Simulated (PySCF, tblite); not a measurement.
**C₂H₁₁O₂Si₃ radical: geometry, infrared bands and EPR parameters**

What infrared bands and EPR parameters should C₂H₁₁O₂Si₃ radical (`[CH2]CO[Si@@H]([SiH3])O[SiH3]`) show?

Programs: tblite 0.8.0 and PySCF 2.14.0, with density-fitted response routines of our own. Each step states its level of theory. These are calculated values for one molecule in the gas phase, unless marked as measured. Atoms count from 0, in the outputs and in this text.

## (1) The molecule as given

18 atoms, charge 0, multiplicity 2; geometry from: force field or distance geometry start.

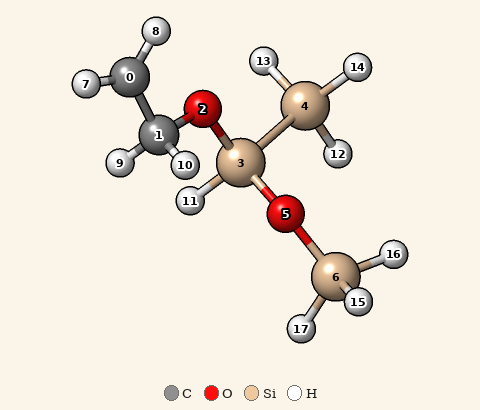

The starting geometry (carbon grey, oxygen red, silicon light orange, hydrogen white), atoms numbered.

## (2) Relaxing the molecule with GFN2-xTB

What the job is given:

```
{"job": {"kind": "relax", "xc": "GFN2-xTB", "basis": "xTB"}, "charge": 0, "multiplicity": 2}
C      3.484900    -0.671700    -0.339900
C      2.199400     0.041200    -0.646100
O      1.157300    -0.801400    -0.188700
Si    -0.419500    -0.288900    -0.463300
Si    -1.923400    -1.927400     0.280700
O     -0.676600     1.154700     0.301200
Si    -1.891500     2.252600     0.529700
H      4.401400    -0.343900    -0.808600
H      3.528700    -1.393800     0.468500
H      2.132200     0.211500    -1.712300
H      2.191100     0.993500    -0.106000
H     -0.595600    -0.091100    -1.912900
H     -3.321500    -1.473800     0.012500
H     -1.703400    -3.215900    -0.443300
H     -1.796400    -2.149100     1.741000
H     -1.388500     3.402400     1.329000
H     -2.998900     1.595400     1.269900
H     -2.388500     2.711900    -0.783200
```

Started as:

```sh
OMP_NUM_THREADS=1 python probes_run.py task.json out
```

One launch serves the whole session: the jobs run in the order shown.

The program printed:

```text
step      E/eV     max force
  0    -633.01183    2.249
  1    -633.14802    1.047
  2    -633.21040    0.640
  3    -633.23786    0.511
  4    -633.26189    0.314
  5    -633.27031    0.270
  6    -633.28339    0.327
  7    -633.29595    0.348
  8    -633.30818    0.271
  9    -633.31463    0.176
 10    -633.31802    0.126
 11    -633.32026    0.114
 12    -633.32266    0.115
 13    -633.32512    0.149
 14    -633.32732    0.160
 15    -633.32902    0.109
 16    -633.33047    0.123
 17    -633.33199    0.105
 18    -633.33361    0.115
 19    -633.33516    0.099
 20    -633.33655    0.088
 21    -633.33800    0.090
 22    -633.33992    0.136
 23    -633.34244    0.155
 24    -633.34505    0.144
 25    -633.34740    0.122
 26    -633.34987    0.152
 27    -633.35297    0.182
 28    -633.35665    0.164
 29    -633.36011    0.149
 30    -633.36264    0.104
 31    -633.36458    0.112
 32    -633.36682    0.149
 33    -633.36944    0.132
 34    -633.37160    0.098
 35    -633.37297    0.070
 36    -633.37398    0.077
 37    -633.37501    0.082
 38    -633.37608    0.085
 39    -633.37696    0.062
 40    -633.37759    0.083
 41    -633.37807    0.070
 42    -633.37856    0.065
 43    -633.37904    0.046
 44    -633.37938    0.039
 45    -633.37959    0.035
 46    -633.37993    0.049
 47    -633.38035    0.062
 48    -633.38083    0.066
 49    -633.38116    0.041
 50    -633.38131    0.027
 51    -633.38141    0.024
 52    -633.38151    0.030
 53    -633.38162    0.033
 54    -633.38173    0.024
 55    -633.38181    0.023
 56    -633.38189    0.017
 57    -633.38198    0.025
 58    -633.38209    0.027
 59    -633.38221    0.030
 60    -633.38232    0.026
 61    -633.38240    0.020
 62    -633.38247    0.020
 63    -633.38254    0.021
 64    -633.38261    0.025
 65    -633.38267    0.020
 66    -633.38274    0.021
 67    -633.38283    0.024
 68    -633.38297    0.035
 69    -633.38317    0.043
 70    -633.38338    0.036
 71    -633.38359    0.033
 72    -633.38380    0.043
 73    -633.38410    0.050
 74    -633.38461    0.076
 75    -633.38529    0.093
 76    -633.38591    0.055
 77    -633.38601    0.111
 78    -633.38653    0.041
 79    -633.38672    0.035
 80    -633.38725    0.066
 81    -633.38787    0.092
 82    -633.38880    0.074
 83    -633.38965    0.094
 84    -633.38996    0.052
 85    -633.38968    0.203
 86    -633.39043    0.056
 87    -633.39066    0.031
 88    -633.39141    0.064
 89    -633.39165    0.027
 90    -633.39186    0.025
 91    -633.39202    0.042
 92    -633.39212    0.033
 93    -633.39233    0.032
 94    -633.39251    0.035
 95    -633.39277    0.027
 96    -633.39285    0.025
 97    -633.39295    0.031
 98    -633.39304    0.028
 99    -633.39324    0.039
100    -633.39351    0.042
101    -633.39377    0.030
102    -633.39396    0.029
103    -633.39412    0.026
104    -633.39428    0.028
105    -633.39445    0.027
106    -633.39460    0.041
107    -633.39473    0.041
108    -633.39486    0.034
109    -633.39501    0.028
110    -633.39521    0.035
111    -633.39536    0.049
112    -633.39559    0.059
113    -633.39591    0.060
114    -633.39635    0.050
115    -633.39682    0.039
116    -633.39720    0.034
117    -633.39744    0.040
118    -633.39757    0.061
119    -633.39781    0.034
120    -633.39804    0.041
121    -633.39829    0.041
122    -633.39847    0.027
123    -633.39865    0.028
124    -633.39893    0.043
125    -633.39915    0.048
126    -633.39937    0.036
127    -633.39950    0.027
128    -633.39959    0.021
129    -633.39968    0.020
130    -633.39978    0.022
131    -633.39990    0.024
132    -633.40003    0.026
133    -633.40012    0.020
134    -633.40017    0.014
135    -633.40020    0.012
136    -633.40023    0.012
137    -633.40027    0.014
138    -633.40031    0.022
139    -633.40036    0.028
140    -633.40045    0.028
141    -633.40058    0.029
142    -633.40076    0.035
143    -633.40095    0.035
144    -633.40115    0.033
145    -633.40134    0.032
146    -633.40152    0.054
147    -633.40166    0.041
148    -633.40186    0.036
149    -633.40210    0.051
150    -633.40232    0.055
151    -633.40253    0.050
152    -633.40274    0.052
153    -633.40292    0.042
154    -633.40309    0.054
155    -633.40330    0.031
156    -633.40358    0.021
157    -633.40375    0.023
158    -633.40397    0.034
159    -633.40412    0.025
160    -633.40431    0.044
161    -633.40444    0.032
162    -633.40449    0.085
163    -633.40458    0.031
164    -633.40463    0.028
165    -633.40471    0.020
166    -633.40479    0.017
167    -633.40492    0.022
168    -633.40507    0.028
169    -633.40521    0.027
170    -633.40533    0.023
171    -633.40542    0.026
172    -633.40551    0.016
173    -633.40559    0.019
174    -633.40565    0.020
175    -633.40571    0.018
176    -633.40575    0.015
177    -633.40580    0.013
178    -633.40585    0.014
179    -633.40591    0.016
180    -633.40596    0.018
181    -633.40599    0.019
182    -633.40602    0.018
183    -633.40606    0.016
184    -633.40611    0.017
185    -633.40615    0.016
186    -633.40618    0.012
187    -633.40622    0.013
188    -633.40625    0.019
189    -633.40629    0.016
190    -633.40634    0.019
191    -633.40638    0.016
192    -633.40644    0.014
193    -633.40648    0.014
194    -633.40653    0.020
195    -633.40657    0.024
196    -633.40660    0.020
197    -633.40665    0.019
198    -633.40676    0.022
199    -633.40685    0.019
200    -633.40700    0.024
201    -633.40707    0.018
202    -633.40700    0.084
203    -633.40718    0.036
204    -633.40723    0.016
205    -633.40730    0.015
206    -633.40740    0.019
207    -633.40746    0.022
208    -633.40759    0.026
209    -633.40773    0.024
210    -633.40788    0.022
211    -633.40797    0.029
212    -633.40803    0.027
213    -633.40809    0.024
214    -633.40814    0.022
215    -633.40819    0.017
216    -633.40823    0.018
217    -633.40826    0.017
218    -633.40829    0.017
219    -633.40832    0.016
220    -633.40837    0.015
221    -633.40844    0.018
222    -633.40853    0.022
223    -633.40863    0.021
224    -633.40871    0.017
225    -633.40878    0.018
226    -633.40886    0.018
227    -633.40897    0.022
228    -633.40904    0.020
229    -633.40908    0.017
230    -633.40908    0.019
231    -633.40911    0.008
```

Wall time 3.1 s (1 thread of Arm Neoverse N1, shared host); peak memory 0.18 GiB.

Along the way: (not every step is listed)

```
step  energy from step 0 (eV)  largest force (eV/Å)
   0                   0.0000                2.2486
   1                  -0.1362                1.0469
   2                  -0.1986                0.6396
   3                  -0.2260                0.5112
   4                  -0.2501                0.3137
   5                  -0.2585                0.2699
   6                  -0.2716                0.3272
   7                  -0.2841                0.3484
   8                  -0.2963                0.2714
  29                  -0.3483                0.1491
  50                  -0.3695                0.0272
  71                  -0.3718                0.0329
  92                  -0.3803                0.0328
 113                  -0.3841                0.0595
 134                  -0.3883                0.0138
 155                  -0.3915                0.0308
 176                  -0.3939                0.0149
 197                  -0.3948                0.0193
 218                  -0.3965                0.0169
 226                  -0.3970                0.0181
 227                  -0.3971                0.0223
 228                  -0.3972                0.0197
 229                  -0.3972                0.0169
 230                  -0.3972                0.0186
 231                  -0.3973                0.0076
```

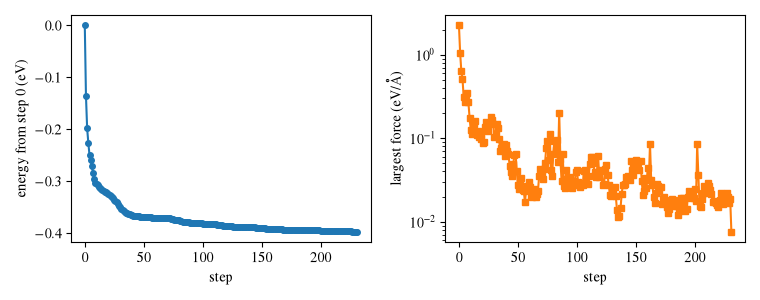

Energy and largest force along the relaxation.

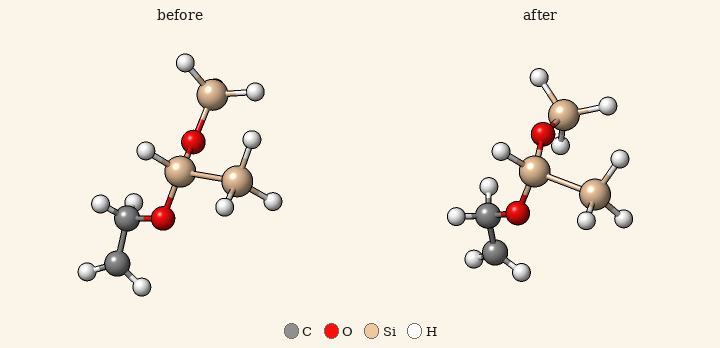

The geometry before (left) and after (right).

Distances of close pairs at the start and the end, largest changes first:

```
   bond  before (Å)  after (Å)  change (Å)
Si3–Si4       2.345      2.283      -0.062
 O2–Si3       1.681      1.623      -0.057
 O5–Si6       1.653      1.616      -0.038
  C0–C1       1.501      1.467      -0.035
Si4–H13       1.494      1.467      -0.027
Si4–H12       1.494      1.469      -0.025
  C1–H9       1.082      1.106      +0.024
Si6–H16       1.485      1.462      -0.024
```

The final coordinates are the input of the step that follows.

## (3) Infrared spectrum with GFN2-xTB

What the job is given:

```
{"job": {"kind": "ir", "xc": "GFN2-xTB", "basis": "xTB"}, "charge": 0, "multiplicity": 2}
C      2.976111    -0.147366     0.188317
C      1.904988     0.115803    -0.778617
O      0.827490    -0.757695    -0.603934
Si    -0.737065    -0.505602    -0.956319
Si    -1.792853    -2.135155     0.244879
O     -1.168052     0.999773    -0.489244
Si    -1.318914     2.191024     0.591947
H      3.881622     0.422689     0.145286
H      2.846365    -0.902514     0.935175
H      2.279583     0.017735    -1.814690
H      1.547955     1.160090    -0.692107
H     -0.932429    -0.356306    -2.404561
H     -3.240901    -1.891351     0.290257
H     -1.631532    -3.455280    -0.374912
H     -1.375046    -2.286553     1.646740
H     -0.078923     2.303368     1.364178
H     -2.444564     1.855191     1.461570
H     -1.552594     3.378467    -0.225606
```

The program printed:

```text
mode    cm-1     km/mol
  1     -18.0      0.06
  2      22.8      0.14
  3      31.3      0.06
  4      48.1      0.69
  5      68.7      0.68
  6      74.7      0.21
  7      88.6      0.66
  8     107.9      3.21
  9     150.3     10.09
 10     218.0     16.38
 11     312.1     41.97
 12     365.4      8.51
 13     381.6     46.08
 14     454.2     25.08
 15     465.4     44.27
 16     489.6      4.35
 17     582.0     11.20
 18     609.4     76.78
 19     622.6     35.68
 20     684.1    387.80
 21     726.0    313.10
 22     757.7    170.92
 23     766.1    209.82
 24     789.9    322.17
 25     798.9    128.30
 26     810.5    180.05
 27     812.9    152.33
 28     832.2    353.11
 29     898.5      2.09
 30     961.3     83.91
 31    1069.6    515.77
 32    1100.8    182.03
 33    1169.2    115.70
 34    1174.1      6.36
 35    1317.1      4.24
 36    1364.1      1.51
 37    1435.8      3.97
 38    2178.8     85.66
 39    2200.4    413.32
 40    2213.9    227.12
 41    2228.4    321.93
 42    2232.0    472.88
 43    2266.3    366.52
 44    2280.8    176.05
 45    2727.4     39.48
 46    2792.9     48.12
 47    3150.8     11.73
 48    3207.8     20.04
```

Wall time 1.3 s (1 thread of Arm Neoverse N1, shared host); peak memory 0.18 GiB.

Which atoms move in the most intense modes:

```
cm⁻¹  km/mol                                   atoms
 684   387.8                      H11 68 %, Si3 18 %
 790   322.2            H15 55 %, H16 24 %, H17 11 %
 832   353.1  H15 26 %, H16 24 %, H17 24 %, Si6 11 %
1070   515.8                                 O5 68 %
2200   413.3                      H14 78 %, H11 15 %
2228   321.9                                H13 95 %
2232   472.9                                H15 87 %
2266   366.5                      H16 78 %, H17 15 %
```

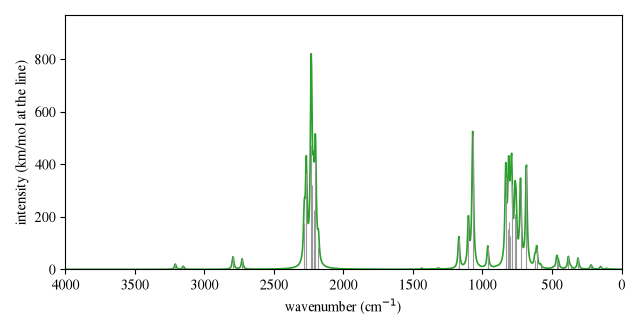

The infrared spectrum from these modes, unscaled. Lines are broadened to a width of 14 cm⁻¹ (Lorentzian).

## (4) EPR parameters: B3LYP/pcH-1

Same as in step 3 but for these lines:

```diff
@@ -1,2 +1,2 @@
-{"job": {"kind": "ir", "xc": "GFN2-xTB", "basis": "xTB"}, "charge": 0, "multiplicity": 2}
+{"job": {"kind": "epr", "basis": "pcH-1"}, "charge": 0, "multiplicity": 2}
 C      2.976111    -0.147366     0.188317
```

Level: UKS B3LYP, pcH-1 on C H O Si, non-relativistic, mean-field spin-orbit, GIAO.

The program printed:

```text
UKS, coarse grid
  cycle   1  E = -1101.64092753  |g| = 7.87e-01
  cycle   2  E = -1101.19087397  |g| = 1.34e+00
  cycle   3  E = -1101.84091722  |g| = 1.00e-01
  cycle   4  E = -1101.84408579  |g| = 5.17e-02
  cycle   5  E = -1101.84505625  |g| = 1.84e-02
  cycle   6  E = -1101.84516098  |g| = 5.11e-03
  cycle   7  E = -1101.84517206  |g| = 1.14e-03
  cycle   8  E = -1101.84517369  |g| = 3.94e-04
UKS, final grid
  cycle   1  E = -1101.84513621  |g| = 3.21e-04
  cycle   2  E = -1101.84513621  |g| = 3.43e-04
  cycle   3  E = -1101.84513626  |g| = 7.11e-05
  cycle   4  E = -1101.84513626  |g| = 2.76e-05
E = -1101.84513626 Eh   <S^2> = 0.7537 (exact 0.7500)
g shifts (ppm)      1          2          3
  rmc          -132       -132       -132
  gc              3         33         16
  oz_so          -8        551        712
  total        -137        451        596
hyperfine (MHz)  atom isotope    a_iso     a_fc   dipolar eigenvalues
    0   13C      87.22      87.32    -82.07    -81.47    163.54
    1   13C     -39.95     -39.96     -2.58      0.57      2.01
    2   17O       1.34       1.35     -1.42      0.58      0.84
    3  29Si       1.85       1.86     -0.35      0.12      0.23
    4  29Si      -0.05      -0.05     -0.21      0.10      0.11
    5   17O      -0.43      -0.43     -0.58      0.24      0.34
    6  29Si      -0.01      -0.01     -0.29      0.13      0.16
    7    1H     -63.13     -63.15    -39.48     -0.33     39.82
    8    1H     -66.22     -66.23    -39.92      0.16     39.76
    9    1H     126.17     126.17     -5.47     -3.83      9.30
   10    1H     135.08     135.08     -5.68     -3.55      9.23
   11    1H      -0.07      -0.07     -0.79     -0.73      1.52
   12    1H       0.03       0.03     -0.28     -0.28      0.56
   13    1H      -0.03      -0.03     -0.40     -0.39      0.79
   14    1H       0.04       0.04     -0.56     -0.55      1.11
   15    1H       0.13       0.13     -1.35     -1.12      2.47
   16    1H       0.01       0.01     -0.41     -0.38      0.79
   17    1H       0.07       0.07     -0.47     -0.45      0.93
```

It took 3.2 min on 1 thread of Arm Neoverse N1, shared host; peak memory 1.1 GiB.

Principal g values 2.00218, 2.00277, 2.00292; g(iso) = 2.00262, against 2.00232 for a free electron.

Hyperfine couplings; where a row names several nuclei, a(iso) is their mean (it holds for fast rotation or exchange) and the dipolar term the largest among them:

```
       nuclei  isotope  a(iso) (MHz)  a(iso) (G, at g = 2.0023)  largest dipolar term (MHz)
          H10       1H         135.1                       48.2                         9.2
           H9       1H         126.2                       45.0                         9.3
           C0      13C          87.2                       31.1                       163.5
       H7, H8       1H         -64.7                      -23.1                       -39.9
           C1      13C         -39.9                      -14.3                        -2.6
          Si3     29Si           1.9                        0.7                        -0.4
           O2      17O           1.3                        0.5                        -1.4
           O5      17O          -0.4                       -0.2                        -0.6
H15, H16, H17       1H           0.1                        0.0                         2.5
          H11       1H          -0.1                        0.0                         1.5
          Si4     29Si          -0.1                        0.0                        -0.2
H12, H13, H14       1H           0.0                        0.0                         1.1
          Si6     29Si           0.0                        0.0                        -0.3
```

Mulliken spin populations:

C0 1.08; C1 -0.09; O2 0.00; Si3 0.00; Si4 0.00; O5 0.00; Si6 0.00; H7 -0.04; H8 -0.05; H9 0.05; H10 0.05; H11 0.00; H12 0.00; H13 0.00; H14 0.00; H15 0.00; H16 0.00; H17 0.00

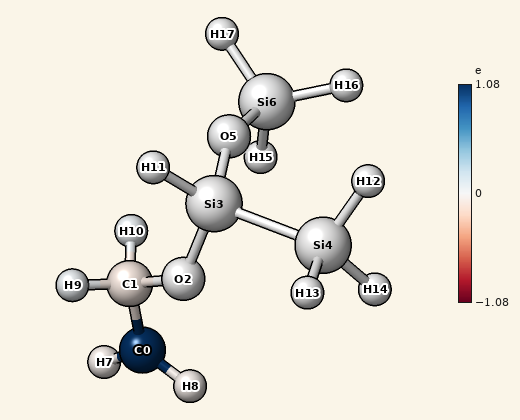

Mulliken spin populations, as colours on the atoms.

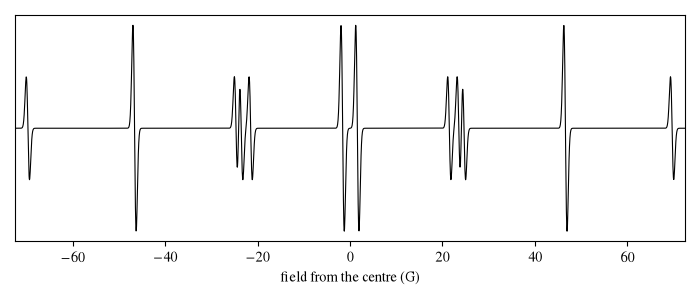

First-order isotropic spectrum (first derivative, main isotopes with spin only, couplings over 0.8 MHz, Gaussian width 0.3 G; couplings of the frozen geometry, rotation of groups not averaged beyond the rows shown).

Orbitals, density, ELF and potential are computed afterwards from the orbital file.

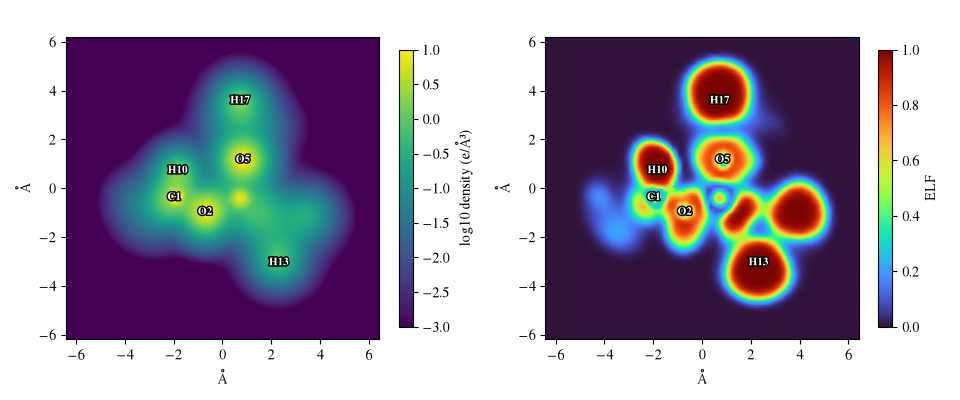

Density (left) and ELF (right) in a plane through or near 6 of the atoms.

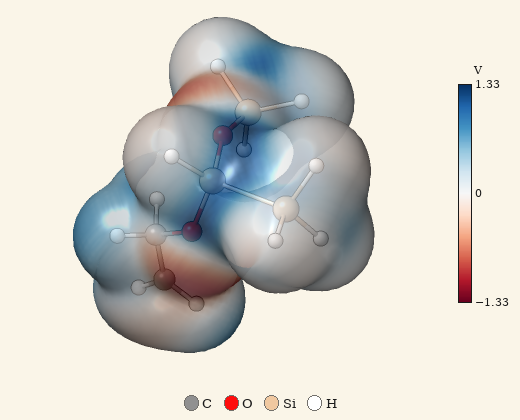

Electrostatic potential on the surface of density 0.002 e/bohr³; red is low, blue high. It runs from -0.81 V near O2 to 1.33 V near H15.

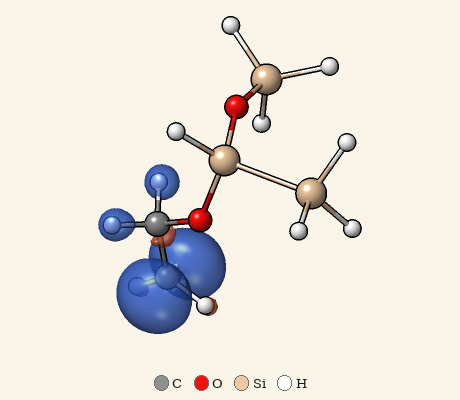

Spin density at ±0.04 e/Å³ (alpha excess blue, beta excess red).

## (5) Results

| quantity | value |
| --- | --- |
| strongest single infrared mode (GFN2-xTB) | 1070 cm⁻¹, 516 km/mol |
| zero-point energy (GFN2-xTB) | 71.5 kcal/mol |
| g(iso) (B3LYP) | 2.00262 |
| ⟨S²⟩ | 0.754 (exact 0.75) |
| largest a(iso) (averaged by class) | 1H on H10, 135.1 MHz |
| potential on the surface of density 0.002 e/bohr³, 1st and 99th percentile | -0.81 V and 1.33 V |

In words: The optimisation took 231 steps and gained 0.397 eV; among the close pairs (by a distance rule), Si3–Si4 changed most, from 2.345 to 2.283 Å. The lowest mode is slightly imaginary (18i cm⁻¹), a soft motion within the noise of the Hessian, so the minimum is not strictly shown. The strongest single mode, at 1070 cm⁻¹, moves mainly O5. Unscaled tight-binding wavenumbers are off by several per cent, some by more. Its intensities can rank the bands wrongly. Most of the unpaired spin sits on C0 (1.08 e). The isotropic g lies 0.3 ppt above the free-electron value. These values are for one conformer; the search (at its own cheap level) found 2 more, at 0.05, 0.34 kcal/mol, and measured spectra average over such forms.
